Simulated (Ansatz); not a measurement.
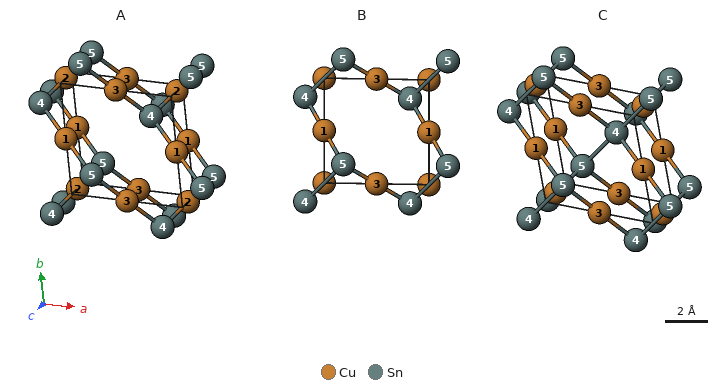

3 geometries from one relaxation of a crystal of Cu3Sn2 (a generated structure, set up in R-3m) (coarse preliminary run), in shuffled order. Style: ball-and-stick. Shown: the cell of the calculation, along the c axis.

All numbers below come from DFT PBE, scalar-relativistic, plane waves, PAW (Ansatz 0.2.0). (plane-wave cutoff 420 eV; k-point mesh 3 × 3 × 3; occupations gaussian; smearing width 0.1 eV; no spin polarisation; cell and atoms relaxed; force threshold 0.04 eV/Å; at most 70 steps)

> Order the frames from highest to lowest energy.

B, A, C. They are steps 0, 5, 15, at +1690 meV per atom, +232 meV per atom relative to the last. The largest moves relative to the cell, 0.39 Å, are those of Sn4 and Sn5. Sn4 goes along [−1 −1 −1]. Cu stays in place. The volume changes by −4.5 %, with a = b = c 5.013 → 5.325 Å (+6.2 %), α 90.9° → 108.5°, β 90.9° → 108.5°, γ 90.9° → 108.5°. Near-neighbour distances that change, for instance: Sn4–Sn5 5.445 → 2.777 Å, Cu1–Sn4 2.067 → 2.539 Å, Sn4–Sn5 (another image) 3.096 → 2.806 Å. New bonds form: Sn4–Sn5 (5.45 → 2.78 Å). Bond angles that change, for instance: Cu1–Sn4–Sn5 86.5° → 79.3°, Cu1–Sn4–Cu2 119.6° → 116.6°. The space group stays R-3m (No. 166). The energy falls by 1690 meV per atom in 13 accepted moves (15 points after the start). The largest force component goes from 1.2 to 0.02 eV/Å. Pressure: 36.81 GPa at the start and −0.05 GPa at the end. At 2 points the geometry stayed and the basis and grid were re-selected for the new cell (energy shift of 35.0 meV per atom at most each time). Cost: 60 s on 1 thread of Arm Neoverse V1, on a shared host, peak memory 0.39 GiB.

Limits of the set-up: the k-point mesh is coarse for a cell with partly filled bands.
